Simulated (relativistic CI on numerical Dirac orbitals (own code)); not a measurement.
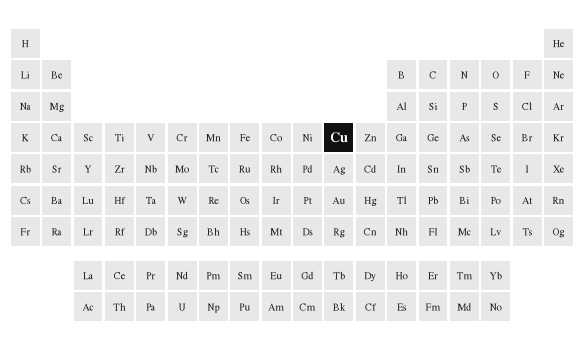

Fig. 1: The place of copper in the periodic table.

Run report: Cu⁺, relativistic CI calculation

Cu⁺. Level asked for: Dirac-Coulomb-Breit CI, KLI orbitals optimised for each configuration, model QED (radiative potential, 1s self-energy scaled to tabulated hydrogen-like ionisation energies), numerical settings as typed (relativistic CI on numerical Dirac orbitals, in-house).

Input:
```
atom Cu  Z=29  charge=1  electrons=28
nucleus A=63  rms_radius_fm=3.8823
hamiltonian dirac-coulomb  breit=on  qed=on  c_scale=1
orbitals kli  potential=per-configuration
slater_scale 1
correlation none
mixing on
grid step=0.0125 r_max=74.5
scf mixing=0.4 start=green max_iterations=56 tolerance=2e-08 node_fill=0.05
configurations
  [Ar] 3d10
  [Ar] 3d9 4s
  [Ar] 3d9 4p
  [Ar] 3d10
end
```

Hardware: 1 CPU thread, shared host.

The run was one of a batch that the task file lists, launched with:
```bash
python <driver script> task.json out
```

The program writes its results to a structured record and prints no log; tables and figures of this report are taken from that record.

Outcome:

| quantity | value |
| --- | --- |
| outcome | refused by the program |

Diagnosis:

The input is odd on purpose: configuration. The program refused the input; the driver noted: a configuration is listed twice.
